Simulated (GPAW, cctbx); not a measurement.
# Bonding in (SrO)3(LiCl)3 as X-rays see it

Question: by how much does bonding change the X-ray structure factors of (SrO)3(LiCl)3, and what does a routine refinement make of it?

The cell is a (SrO)3(LiCl)3 superlattice along [001] of the rock-salt type, started at the mean lattice constant and relaxed freely, with no substrate. All numbers below are calculated.

## 1. Find the equilibrium geometry

The density hangs on the geometry, so cell and atoms are relaxed first, with the symmetry held. The cutoff is set higher than for the density because stress converges slowly with plane waves.

Settings: GPAW 26.7.0, PBE, 900 eV, 6×6×2 k-points (along the axes of the calculation cell), Fermi–Dirac width 0.05 eV, BFGS to 0.03 eV/Å.

```text
cell
1.0
     3.659277593    0.000000000    0.000000000
     0.000000000    3.659277593    0.000000000
     0.000000000    0.000000000   15.525000000
Sr O Li Cl
3 3 3 3
Direct
0.000000000 0.000000000 0.833333333
0.500000000 0.500000000 0.000000000
0.000000000 0.000000000 0.166666667
0.500000000 0.500000000 0.833333333
0.000000000 0.000000000 0.000000000
0.500000000 0.500000000 0.166666667
0.500000000 0.500000000 0.333333333
0.000000000 0.000000000 0.500000000
0.500000000 0.500000000 0.666666667
0.000000000 0.000000000 0.333333333
0.500000000 0.500000000 0.500000000
0.000000000 0.000000000 0.666666667
```

```console
$ OMP_NUM_THREADS=1 mpirun -n 4 gpaw python run.py > gpaw.log
```

```text
BFGS:    0      -57.957096        2.172764
BFGS:    1      -58.166708        1.597898
BFGS:    2      -58.402943        0.552906
BFGS:    3      -58.431117        0.379107
...
BFGS:   18      -58.541327        0.126282
BFGS:   19      -58.544657        0.050458
BFGS:   20      -58.545339        0.025516
cell  3.6334 3.6334 16.1421  90.00 90.00 90.00
volume 213.098 A^3, largest force 0.012 eV/A, largest stress 0.23 GPa
```

After 20 steps the volume has changed by +2.5 % and the energy by -0.588 eV; the largest stress left is 0.23 GPa. It took 16 min on 4 cores of Intel(R) Xeon(R) Platinum 8488C (Sapphire Rapids) (shared host), peak memory 2.3 GiB.

Relaxed structure: P4/mmm (no. 123), a = 3.6334 Å, b = 3.6334 Å, c = 16.1421 Å, α = 90.00°, β = 90.00°, γ = 90.00°.

| atom | mult. | x | y | z |
| --- | --- | --- | --- | --- |
| Sr1 | 2 | 0 | 0 | 0.8394 |
| Sr2 | 1 | 1/2 | 1/2 | 0 |
| Cl1 | 2 | 0 | 0 | 0.3368 |
| Cl2 | 1 | 1/2 | 1/2 | 1/2 |
| O1 | 2 | 1/2 | 1/2 | 0.8366 |
| O2 | 1 | 0 | 0 | 0 |
| Li1 | 2 | 1/2 | 1/2 | 0.3092 |
| Li2 | 1 | 0 | 0 | 1/2 |

## 2. Density and charge transfer

X-rays see the whole electron density, so the PAW density is rebuilt with its core regions. Subtracting spherical free atoms from the same code cancels the cores and leaves the deformation density Δρ, the part due to bonding.

Settings: PBE, 550 eV, 7×7×2 k-points (along the axes of the calculation cell), Fermi–Dirac width 0.05 eV; primitive cell of 12 atoms.

```console
$ OMP_NUM_THREADS=1 mpirun -n 4 gpaw python run.py > gpaw.log
```

```text
|iter:   1|       0s |  -62.932132 | +0.04 |       |
|iter:   2|       2s |  -61.353087 | -1.54 | -1.00 |
|iter:   3|       3s |  -57.883957 | -0.72 | -1.06 |
...
|iter:   9|      13s |  -57.930791c| -6.01 | -3.58 |
|iter:  10|      14s |  -57.930795c| -7.12 | -3.95 |
|iter:  11|      16s |  -57.930795c| -7.97c| -4.50c|
```

```text
grid (40, 40, 180)  electrons 198.000  moved by bonding 2.558 e
deformation density beyond 0.5 A of the nuclei: max 0.167, min -0.050 e/A^3
atom        x       y       z   Voronoi charge  moment
Sr1    0.0000  0.0000  0.8394      0.308       0.00
Sr2    0.5000  0.5000  0.0000      0.354       0.00
Sr3    0.0000  0.0000  0.1606      0.308       0.00
Cl4    0.0000  0.0000  0.3368     -0.107       0.00
Cl5    0.5000  0.5000  0.5000     -0.201       0.00
Cl6    0.0000  0.0000  0.6632     -0.107       0.00
O 7    0.5000  0.5000  0.8366     -0.426       0.00
O 8    0.0000  0.0000  0.0000     -0.350       0.00
O 9    0.5000  0.5000  0.1634     -0.426       0.00
Li10   0.5000  0.5000  0.3092      0.255       0.00
Li11   0.0000  0.0000  0.5000      0.135       0.00
Li12   0.5000  0.5000  0.6908      0.255       0.00
mean inner potential of superposed free atoms 15.248 V
total magnetic moment 0.000 muB
```

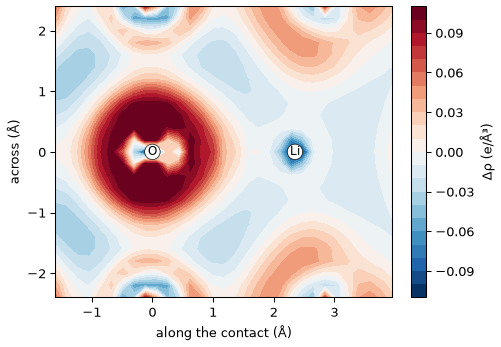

Deformation density in a plane through the shortest contact of the O atom at the origin; red gains electrons, blue loses them.

O gains most (-0.40 e) and Sr loses most (+0.32 e), in averages over each element's sites, as electronegativity suggests. Such charges fall far short of formal ones, since overlapping free atoms already put density on their neighbours. Along the shortest contact from the O atom at the map's origin, O–Li at 2.35 Å, Δρ is +0.03 e/Å³ at the midpoint and highest, +0.12, 0.67 Å from O (points within 0.5 Å of a nucleus left out): little piles up between the atoms, as in an ionic contact (the run has a band gap). At the midpoints of other shortest contacts it is +0.01 (Sr–O, 2.57 Å), +0.03 (Cl–Li, 2.57 Å) and +0.01 (Sr–Cl, 2.84 Å) e/Å³. Point values carry grid noise of about 0.01 e/Å³. The run needed 11 iterations, 27 s.

## 3. Structure factors

The Fourier components of Δρ, added to those of the free atoms, give the static X-ray structure factors; the Mott–Bethe relation turns them into the Fourier components V of the potential that fast electrons feel.

```text
static structure factors of the conventional cell: F in electrons, V (Mott-Bethe) in volts
   h  k  l      d  |F| table  |F| free   |F| DFT   change   |V| free  |V| DFT  change %
   0  0  1 16.1421    54.362    54.413    54.530    0.117     2.953    2.298    -22.2
   0  0  2  8.0710     5.473     5.482     5.546    0.063     0.147    0.058    -60.5
   0  0  3  5.3807    24.458    24.513    25.000    0.487     1.024    0.720    -29.6
   0  0  4  4.0355     9.093     9.107     9.060   -0.047     0.200    0.216      8.2
   1  0  0  3.6334    38.082    38.168    37.929   -0.239     1.656    1.724      4.1
   1  0  1  3.5447     0.831     0.835     0.835   -0.000     0.028    0.028     -0.1
   1  0  2  3.3132    68.870    69.011    68.610   -0.400     2.771    2.865      3.4
   0  0  5  3.2284    34.723    34.678    35.231    0.553     0.736    0.612    -16.8
   1  0  3  3.0112    41.419    41.519    40.080   -1.439     1.069    1.350     26.3
   1  0  4  2.7002    81.646    81.741    81.270   -0.471     3.244    3.318      2.3
   0  0  6  2.6903   148.771   148.656   150.501    1.844     6.949    6.662     -4.1
   1  1  0  2.5692   149.572   149.448   151.055    1.608     6.893    6.665     -3.3
   1  1  1  2.5373    46.130    45.998    46.708    0.710     1.238    1.140     -7.9
   1  1  2  2.4482     4.512     4.511     4.505   -0.005     0.139    0.139      0.5
```

The largest X-ray change is +1.84 e on 006, 1.2 % of |F|. For electrons V goes as (Z − F)/g², so a change of F counts against Z − F, which is small at low angle and wherever the atoms' terms cancel: |V| of 002 moves by -60.5 % (0.15 to 0.06 V) against +1.1 % in |F|. These compare absolute values; so weak a component may also change sign. The last three rows still change by up to 1.61 e; the table stops while the angles are still low. The tabulated Hartree–Fock atoms differ from the free DFT atoms by up to 0.14 e, so the choice of reference atom matters too.

## 4. Refining ordinary atoms against data with bonding

Routine crystallography fits spherical atoms. To see the bias, intensities are simulated from tabulated atoms plus the DFT change ΔF, so that bonding alone can misfit (9738 reflections of the full sphere, merged to the counts below, to 0.45 Å, 1.5 % proportional noise plus counting noise, assumed isotropic U as listed, Δρ smeared by the mean U) and refined with cctbx over different ranges.

| range | data | R1 | GooF | U Sr1 (true 0.0036) | U Sr2 (true 0.0036) | U Cl1 (true 0.0047) | U Cl2 (true 0.0047) | largest shift (Å) | Δρ max, min (e/Å³) |
| --- | --- | --- | --- | --- | --- | --- | --- | --- | --- |
| all data | 832 | 0.0052 | 1.02 | 0.0036 | 0.0036 | 0.0047 | 0.0047 | 0.0008 | 0.31, -0.27 |
| low resolution, d > 0.84 | 164 | 0.0050 | 1.40 | 0.0036 | 0.0036 | 0.0047 | 0.0046 | 0.0019 | 0.15, -0.12 |
| high order, d < 0.75 | 616 | 0.0055 | 0.90 | 0.0036 | 0.0036 | 0.0047 | 0.0047 | 0.0005 | 0.21, -0.27 |
| occupancies free, d > 0.7 | 262 | 0.0046 | 1.12 | 0.0036 | 0.0036 | 0.0048 | 0.0048 | 0.0010 | 0.20, -0.13 |

With all data GooF is 1.02, diluted by the many high-angle data; the misfit shows at low resolution; the top residual peak lies 0.97 Å from Cl and 1.87 Å from Sr. No U is off by more than 3 s.u. at low resolution. With Sr1 held at 1 and the scale free, the other occupancies refine to Sr2 1.000(0.001), Cl1 1.004(0.002), Cl2 1.004(0.003) and O1 1.030(0.005), on sites that are all full: they absorb part of the misfit, and only ratios to the fixed site mean anything.

## 5. Answer

Bonding moves 2.56 e in the primitive cell of (SrO)3(LiCl)3 and changes the structure factors of the conventional cell in the table above by at most 1.84 e (006, 1.2 %), and among reflections above 2 % of the strongest by up to 3.5 % (103). The shortest bond, O–Li, has Δρ = +0.03 e/Å³ at its midpoint, which with the charge transfer marks a mainly ionic contact. With all data GooF is 1.02, diluted by the many high-angle data. Limits: static density, frozen cores, no spin–orbit coupling.

[Outputs are excerpts: Python notices, other lines and further rows are left out; steps that failed or that the build refused (PBEsol, TPSS) are not shown.]

[Logs are printed without paths, hosts, clocks, repeated set-up lines and the standing remarks that a program may print on its own settings, such as how far it seeks lower states.]
